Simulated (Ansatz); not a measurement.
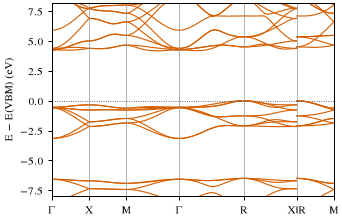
Fig. 1. Band structure from plane-wave PAW PBE (Ansatz code)

Task: Read off the gap and where the band edges lie.

Result: About 4.2 eV (4.18 eV by a search for the band edges); maximum at R, minimum on the M–Γ line, 58 % of the way from M.

The material is C in space group Pn-3m (No. 224; C on 2a, C on 8e).

The start of the workflow was typed in or built on a structure type; neither database checked (COD, Materials Project) lists it. It is not the phase usual at ambient conditions (space group No. 194, 227). The cell was relaxed with PBE under the symmetry of its start; its stability against distortions is not shown here.

Potentials: the earlier of the program's two PAW sets.
